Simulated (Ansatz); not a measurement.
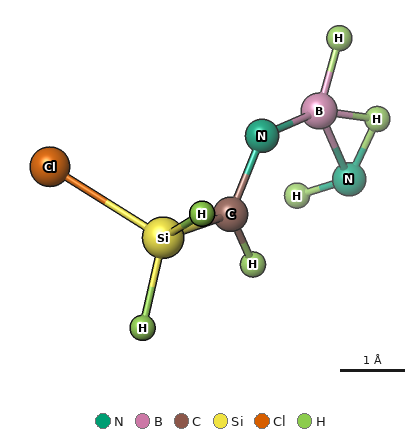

The starting structure (ball-and-stick view, seen at a tilt).

# Geometry relaxation of CH₆BClN₂Si (part 1 of 2)

System: CH₆BClN₂Si.
Method: RKS PBE0/def2-SVP (Ansatz 0.2.0).

It belongs to a series of runs on one base structure; here: end point B relaxed.

**Output**
```
The last accepted step is kept in [file] (removed where the run ends without a failure and the disk answers)
Engine: ansatz 0.2.0, x86_64-unknown-linux-gnu
Functional definition: PBE0
  parameter a = 0.25
  parameter kappa = 0.804
  parameter beta = 0.06672455060314922
  exchange = (1 - a)*pbe_x(kappa = kappa, mu = beta*pi^2/3) + a*exact_x
  correlation = pbe_c(beta = beta)
1325 factors; integrals over basis functions are off by at most 4.6e-4 eV
mean field evaluation 1: about -25158.6300 eV, gradient 5.5e1 eV
mean field evaluation 2: about -25142.5995 eV, gradient 9.4e1 eV
mean field evaluation 4: about -25165.1444 eV, gradient 5.5e0 eV
mean field evaluation 8: about -25165.2646 eV, gradient 2.0e-1 eV
mean field evaluation 16: about -25165.2647 eV, gradient 3.7e-4 eV
mean field -25165.26467500 eV, -924.8064191773 hartree, gradient 2.4e-5 eV, S^2 0.000000; 0 other end points of the search recorded, 0 dependent functions left out
the calculation of the forces begins
reference -25165.26470421 eV, -924.8064202508 hartree; 31, 31 occupied and 91, 91 virtual orbitals, 1325 factors
relax step   1: F+E_penalty+E_count = -25165.26467500 eV  Δ(F+E_penalty+E_count) = +0.000e0 eV  max|allowed force component| = 7.625e0 eV/Å  Δτ_max = 0.0000 Å  (32 SCF iters, accepted)
these checks for a lower state are left out or cut short: starts, cluster_reference, orbital_swaps, neighbouring_geometries, increment
1325 factors; integrals over basis functions are off by at most 6.9e-4 eV
mean field -25167.33555270 eV, -924.8825225291 hartree, gradient 1.1e-5 eV, S^2 0.000000; 0 other end points of the search recorded, 0 dependent functions left out
[... from here on the field's lines of each further geometry are left out, up to the last ...]
relax step   2: F+E_penalty+E_count = -25167.33555270 eV  Δ(F+E_penalty+E_count) = -2.071e0 eV  max|allowed force component| = 3.991e0 eV/Å  Δτ_max = 0.1948 Å  (35 SCF iters, accepted)
relax step   3: F+E_penalty+E_count = -25168.52638076 eV  Δ(F+E_penalty+E_count) = -1.191e0 eV  max|allowed force component| = 3.220e0 eV/Å  Δτ_max = 0.1949 Å  (33 SCF iters, accepted)
relax step   4: F+E_penalty+E_count = -25169.18662160 eV  Δ(F+E_penalty+E_count) = -6.602e-1 eV  max|allowed force component| = 2.284e0 eV/Å  Δτ_max = 0.1949 Å  (33 SCF iters, accepted)
relax step   5: F+E_penalty+E_count = -25169.70667946 eV  Δ(F+E_penalty+E_count) = -5.201e-1 eV  max|allowed force component| = 1.703e0 eV/Å  Δτ_max = 0.1949 Å  (33 SCF iters, accepted)
relax step   6: F+E_penalty+E_count = -25169.97427777 eV  Δ(F+E_penalty+E_count) = -2.676e-1 eV  max|allowed force component| = 1.393e0 eV/Å  Δτ_max = 0.2000 Å  (32 SCF iters, accepted)
relax step   7: F+E_penalty+E_count = -25170.19264827 eV  Δ(F+E_penalty+E_count) = -2.184e-1 eV  max|allowed force component| = 2.141e0 eV/Å  Δτ_max = 0.1941 Å  (32 SCF iters, accepted)
relax step   8: F+E_penalty+E_count = -25170.36069958 eV  Δ(F+E_penalty+E_count) = -1.681e-1 eV  max|allowed force component| = 6.972e-1 eV/Å  Δτ_max = 0.2000 Å  (31 SCF iters, accepted)
relax step   9: F+E_penalty+E_count = -25170.43141784 eV  Δ(F+E_penalty+E_count) = -7.072e-2 eV  max|allowed force component| = 3.253e-1 eV/Å  Δτ_max = 0.1998 Å  (31 SCF iters, accepted)
relax step  10: F+E_penalty+E_count = -25170.45405491 eV  Δ(F+E_penalty+E_count) = -2.264e-2 eV  max|allowed force component| = 7.626e-1 eV/Å  Δτ_max = 0.1950 Å  (32 SCF iters, accepted)
relax step  11: F+E_penalty+E_count = -25170.48920431 eV  Δ(F+E_penalty+E_count) = -3.515e-2 eV  max|allowed force component| = 6.185e-1 eV/Å  Δτ_max = 0.1954 Å  (32 SCF iters, accepted)
relax step  12: F+E_penalty+E_count = -25170.52286920 eV  Δ(F+E_penalty+E_count) = -3.366e-2 eV  max|allowed force component| = 6.869e-1 eV/Å  Δτ_max = 0.2000 Å  (32 SCF iters, accepted)
relax step  13: F+E_penalty+E_count = -25170.53946458 eV  Δ(F+E_penalty+E_count) = -1.660e-2 eV  max|allowed force component| = 3.109e-1 eV/Å  Δτ_max = 0.0576 Å  (32 SCF iters, accepted)
relax step  14: F+E_penalty+E_count = -25170.54780576 eV  Δ(F+E_penalty+E_count) = -8.341e-3 eV  max|allowed force component| = 2.160e-1 eV/Å  Δτ_max = 0.0589 Å  (32 SCF iters, accepted)
relax step  15: F+E_penalty+E_count = -25170.55355333 eV  Δ(F+E_penalty+E_count) = -5.748e-3 eV  max|allowed force component| = 1.765e-1 eV/Å  Δτ_max = 0.1237 Å  (32 SCF iters, accepted)
relax step  16: F+E_penalty+E_count = -25170.55421977 eV  Δ(F+E_penalty+E_count) = -6.664e-4 eV  max|allowed force component| = 1.464e-1 eV/Å  Δτ_max = 0.0391 Å  (32 SCF iters, accepted)
relax step  17: F+E_penalty+E_count = -25170.55679537 eV  Δ(F+E_penalty+E_count) = -2.576e-3 eV  max|allowed force component| = 8.483e-2 eV/Å  Δτ_max = 0.0224 Å  (33 SCF iters, accepted)
relax step  18: F+E_penalty+E_count = -25170.55849117 eV  Δ(F+E_penalty+E_count) = -1.696e-3 eV  max|allowed force component| = 7.987e-2 eV/Å  Δτ_max = 0.0594 Å  (32 SCF iters, accepted)
relax step  19: F+E_penalty+E_count = -25170.55944571 eV  Δ(F+E_penalty+E_count) = -9.545e-4 eV  max|allowed force component| = 4.358e-2 eV/Å  Δτ_max = 0.0262 Å  (32 SCF iters, accepted)
relax step  20: F+E_penalty+E_count = -25170.55976585 eV  Δ(F+E_penalty+E_count) = -3.201e-4 eV  max|allowed force component| = 2.457e-2 eV/Å  Δτ_max = 0.0251 Å  (33 SCF iters, accepted)
relax step  21: F+E_penalty+E_count = -25170.55977202 eV  Δ(F+E_penalty+E_count) = -6.171e-6 eV  max|allowed force component| = 3.878e-2 eV/Å  Δτ_max = 0.0382 Å  (34 SCF iters, accepted)
the calculation of the forces begins
reference -25170.56011561 eV, -925.0010230303 hartree; 31, 31 occupied and 91, 91 virtual orbitals, 1326 factors
relax step  22: F+E_penalty+E_count = -25170.56008437 eV  Δ(F+E_penalty+E_count) = -3.123e-4 eV  max|allowed force component| = 1.609e-2 eV/Å  Δτ_max = 0.0183 Å  (33 SCF iters, accepted)
```

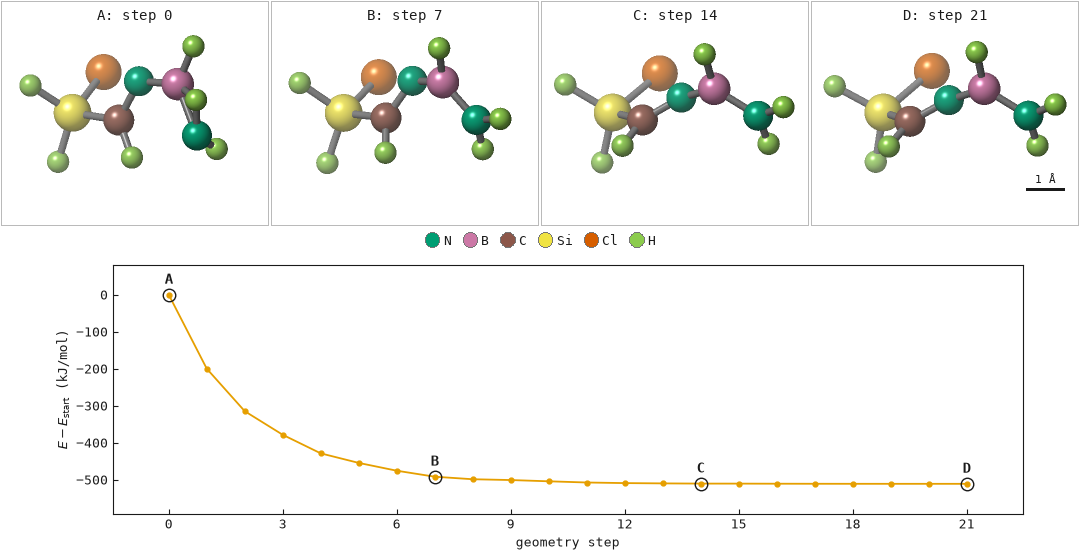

Frames of the relaxation (ball-and-stick view, seen at a tilt) above the curves, on which the letters mark them (the first geometry is step 0 here and step 1 in the log).

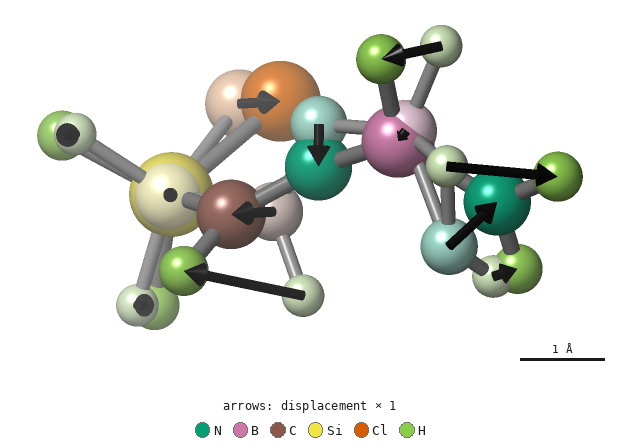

Start (faint) and end (solid) with the displacements as black arrows, at true length (ball-and-stick view, seen at a tilt). The two geometries are laid on each other by the best rigid fit. H10 moves most after the best rigid fit: 1.62 Å. By element the largest moves are H 1.62 Å, N 0.84 Å, C 0.62 Å, Cl 0.59 Å, B 0.16 Å, Si 0.15 Å. Distances before and after: B2–H7 1.170 → 2.119 Å, N1–B2 1.549 → 1.405 Å, C4–Si5 1.776 → 1.901 Å, N3–C4 1.352 → 1.253 Å. Bonds break: B2–H7 (1.17 → 2.12 Å). Among the angles that change: B2–N1–H7 48.9° → 121.8°, B2–N3–C4 126.1° → 151.7°, H7–N1–H8 133.9° → 114.3°. Over 21 geometry steps the energy falls by 510.9 kJ/mol. Largest force component: 7.6 eV/Å at the start, 0.016 eV/Å at the end. (Atoms are counted from 1 in the order of the input.)

```
1326 factors; integrals over basis functions are off by at most 1.0e-3 eV
mean field -25170.56008437 eV, -925.0010218822 hartree, gradient 1.4e-5 eV, S^2 0.000000; 1 other end points of the search recorded, 0 dependent functions left out
the calculation of the forces begins
reference -25170.56011561 eV, -925.0010230303 hartree; 31, 31 occupied and 91, 91 virtual orbitals, 1326 factors
Total energy: -25170.56011561 eV, -925.0010230303 hartree
Atom 0 at    -2.239302    -0.281535     1.303564 Å, force    -0.002168     0.001456    -0.001301 eV/Å
Atom 1 at    -1.654001     0.420679     0.235982 Å, force     0.005123    -0.001618     0.004655 eV/Å
Atom 2 at    -0.317373     0.234533    -0.159637 Å, force    -0.006964     0.011098    -0.006527 eV/Å
Atom 3 at     0.555094    -0.308040    -0.876311 Å, force     0.001484    -0.016085    -0.002098 eV/Å
Atom 4 at     2.392281     0.171154    -0.783166 Å, force     0.000981     0.002377     0.001061 eV/Å
Atom 5 at     2.675643     1.497767     0.768873 Å, force     0.000439    -0.001205    -0.004713 eV/Å
Atom 6 at    -3.160351    -0.055358     1.648257 Å, force     0.007011    -0.003235    -0.000134 eV/Å
Atom 7 at    -1.752109    -0.981693     1.845762 Å, force    -0.006036     0.000597     0.001050 eV/Å
Atom 8 at    -2.285079     1.281501    -0.338451 Å, force     0.000752    -0.002754     0.000737 eV/Å
Atom 9 at     0.287498    -1.103144    -1.615215 Å, force     0.002804     0.009905     0.002698 eV/Å
Atom 10 at     3.221635    -1.047387    -0.550318 Å, force    -0.002175    -0.000175     0.001410 eV/Å
Atom 11 at     2.818233     0.810704    -2.062150 Å, force    -0.001253    -0.000359     0.003161 eV/Å
Dipole moment:    -0.176544    -0.460659    -0.034914 e Å
```

**Trajectory as extended XYZ (Å, eV, eV/Å), 22 frames, from step=1 to step=22**
```
12
Properties=species:S:1:pos:R:3:forces:R:3 step=1 energy=-25165.26467
N    -2.1895   -0.8702    0.7092   -0.0776   3.7798  -3.3511
B    -1.7288    0.5420    0.2686    7.6253  -1.2870  -0.0149
N    -0.3273    0.7408   -0.2028    2.8281  -1.2710  -0.0616
C     0.6364   -0.2063   -0.2587   -6.6086   1.6231   1.3057
Si    2.2790    0.1301   -0.8433    2.2460   1.3241   0.4396
Cl    3.1705    1.5375    0.4649   -0.2547  -0.5535  -0.4822
H    -2.7541   -0.0177    0.3343   -5.4747  -4.3411   3.0578
H    -1.6980   -1.0603    1.5719   -0.4364   0.4198   0.5624
H    -2.4559    1.4878    0.3099   -0.5756   0.3488  -0.6402
H     0.3063   -1.2362    0.0383    0.3284   0.0808  -0.0245
H     3.0491   -1.1075   -0.8049    0.3977  -0.4719   0.0221
H     2.2545    0.6992   -2.1702    0.0021   0.3481  -0.8130
12
Properties=species:S:1:pos:R:3:forces:R:3 step=2 energy=-25167.33555
N    -2.1477   -0.8497    0.6351    0.4192   3.9907  -1.2058
B    -1.6438    0.5310    0.3123    3.2632  -1.2637  -1.6007
N    -0.2806    0.7756   -0.1931    1.2597  -0.2131   0.2684
C     0.5796   -0.1927   -0.2707   -2.5930   0.6239   0.8916
Si    2.2850    0.1455   -0.8352    1.1894   0.4450  -0.1113
Cl    3.1748    1.5191    0.4517   -0.0912  -0.1775  -0.1317
H    -2.8383   -0.0431    0.5081   -2.9127  -3.2362   2.2886
H    -1.7571   -1.1001    1.5488   -0.8464   0.0272   0.0671
H    -2.4358    1.4617    0.1887    0.0296  -0.1425  -0.0282
H     0.2697   -1.2151    0.0598    0.1025  -0.0349  -0.1553
H     3.0692   -1.1082   -0.7963    0.1633  -0.1497   0.0031
H     2.2672    0.7152   -2.1919    0.0162   0.1308  -0.2857
12
Properties=species:S:1:pos:R:3:forces:R:3 step=3 energy=-25168.52638
N    -2.1048   -0.7945    0.5912   -1.5965   3.0754   1.0124
B    -1.5917    0.5094    0.2483    0.8782   0.5012  -1.0319
N    -0.2293    0.8033   -0.1832   -0.3010   0.7886   0.3167
C     0.5601   -0.1780   -0.2429    0.5655  -0.7312  -0.0001
Si    2.3077    0.1553   -0.8347    0.3251  -0.1679  -0.2036
Cl    3.1777    1.5093    0.4479    0.1240   0.1180   0.0952
H    -2.9584   -0.1183    0.6420   -0.0106  -3.2202   1.0218
H    -1.8185   -1.0900    1.5492   -0.4463  -0.0841  -0.9316
H    -2.4128    1.4432    0.1589    0.3919  -0.3027  -0.1538
H     0.2527   -1.2121    0.0480   -0.0556  -0.0112  -0.1026
H     3.0863   -1.1154   -0.7989    0.1026   0.0289  -0.0386
H     2.2731    0.7270   -2.2086    0.0228   0.0051   0.0160
12
Properties=species:S:1:pos:R:3:forces:R:3 step=4 energy=-25169.18662
N    -2.1236   -0.7257    0.5977   -2.1891   2.1724   1.6241
B    -1.5783    0.5396    0.2169    0.1168   0.5794  -0.5455
N    -0.1999    0.8251   -0.1684   -0.2260   0.1609   0.2744
C     0.5668   -0.1794   -0.2435    0.7594  -0.3700  -0.0566
Si    2.3330    0.1499   -0.8362    0.0041  -0.1356  -0.0997
Cl    3.1928    1.5131    0.4483    0.1166   0.0616   0.0479
H    -3.0730   -0.2330    0.7502    1.1801  -2.2843   0.1587
H    -1.8305   -1.0987    1.5213   -0.0455  -0.1510  -0.9801
H    -2.3870    1.4547    0.1132    0.2017  -0.0619  -0.2915
H     0.2483   -1.2141    0.0330   -0.0918   0.0239  -0.1563
H     3.1120   -1.1203   -0.8052    0.1161   0.0324  -0.0375
H     2.2816    0.7280   -2.2102    0.0577  -0.0278   0.0622
12
Properties=species:S:1:pos:R:3:forces:R:3 step=5 energy=-25169.70668
N    -2.1700   -0.6323    0.6430   -1.3779   1.1719   1.7032
B    -1.5809    0.5936    0.2074   -0.3933  -0.1005  -0.2263
N    -0.1775    0.8328   -0.1368    0.0319  -0.3878   0.3585
C     0.5851   -0.1850   -0.2270    0.1868   0.1123  -0.2138
Si    2.3513    0.1427   -0.8379   -0.0479  -0.0271   0.1148
Cl    3.2138    1.5131    0.4449    0.0939   0.0100  -0.0100
H    -3.1725   -0.3676    0.8501    1.3514  -0.9289  -0.2481
H    -1.8088   -1.1308    1.4760    0.0171  -0.0030  -1.0172
H    -2.3731    1.4874    0.0248    0.0215   0.1545  -0.3425
H     0.2355   -1.2234   -0.0061   -0.0137   0.0427  -0.1211
H     3.1437   -1.1177   -0.8128    0.0977  -0.0027  -0.0432
H     2.2956    0.7264   -2.2084    0.0324  -0.0411   0.0458
12
Properties=species:S:1:pos:R:3:forces:R:3 step=6 energy=-25169.97428
N    -2.1558   -0.5830    0.7255   -1.0454   1.0018   1.3927
B    -1.6056    0.6031    0.1685    0.1130  -0.2472   0.0769
N    -0.1780    0.8450   -0.0910   -0.2517  -0.5390   0.2202
C     0.5603   -0.1799   -0.2736   -0.0461   0.0000  -0.0200
Si    2.3525    0.1379   -0.7955   -0.0439  -0.0434  -0.0523
Cl    3.2114    1.4914    0.5024    0.0716   0.0089   0.0296
H    -3.1453   -0.3895    1.0002    1.0005  -0.6433  -0.3898
H    -1.7117   -1.1292    1.4771    0.0209   0.1412  -0.7821
H    -2.3937    1.4563   -0.1433   -0.1027   0.1020  -0.3035
H     0.1496   -1.2241   -0.1867    0.1523   0.2208  -0.2111
H     3.1481   -1.1221   -0.8060    0.0514  -0.0006   0.0299
H     2.3105    0.7333   -2.1605    0.0801  -0.0012   0.0093
12
Properties=species:S:1:pos:R:3:forces:R:3 step=7 energy=-25170.19265
N    -2.1564   -0.4537    0.8547   -1.5518  -1.4743   2.1405
B    -1.6178    0.6185    0.1909   -0.1239   1.0116  -0.7379
N    -0.1939    0.8198    0.0041    0.7621  -1.0608  -0.2246
C     0.5462   -0.1880   -0.3017   -0.6830   0.3525   0.1211
Si    2.3500    0.1398   -0.7814    0.0123  -0.0313   0.0194
Cl    3.2207    1.4714    0.5337    0.0044   0.0036   0.0230
H    -3.1816   -0.4581    1.0778    1.4359  -0.0846  -0.4422
H    -1.6441   -1.1163    1.4751   -0.4000   0.7893  -0.8497
H    -2.3962    1.4128   -0.3199    0.2363  -0.1439   0.0473
H     0.1139   -1.2421   -0.3766    0.2858   0.6591  -0.1193
H     3.1559   -1.1147   -0.7989   -0.0161  -0.0217   0.0263
H     2.3456    0.7497   -2.1407    0.0379   0.0005  -0.0039
```
